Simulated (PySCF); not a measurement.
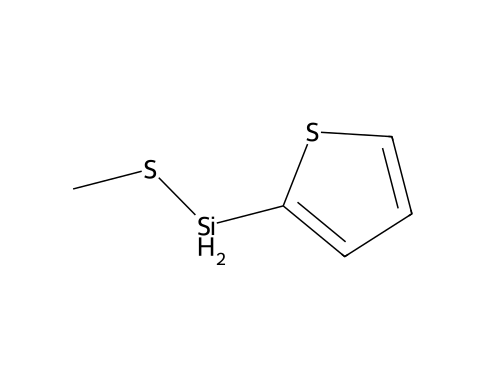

The computed structure is the end point of a GFN2-xTB optimisation. No frequency run is at hand to confirm it as a minimum. Method: ωB97X-D/def2-SVPD, gas phase (PySCF 2.14.0). Excitations: vertical, linear response.

What is the LUMO energy (Kohn–Sham orbital)?

0.75 eV.

Estimate the HOMO energy (Kohn–Sham orbital).

−8.72 eV.

Estimate the dipole moment.

1.97 D.

Give the lowest vertical singlet excitation at this level.

5.55 eV.

The geometry is semi-empirical. Around Si such bond lengths and angles can be off by a tenth of an ångström or more and by several degrees, and values that hang on the shape move with them.
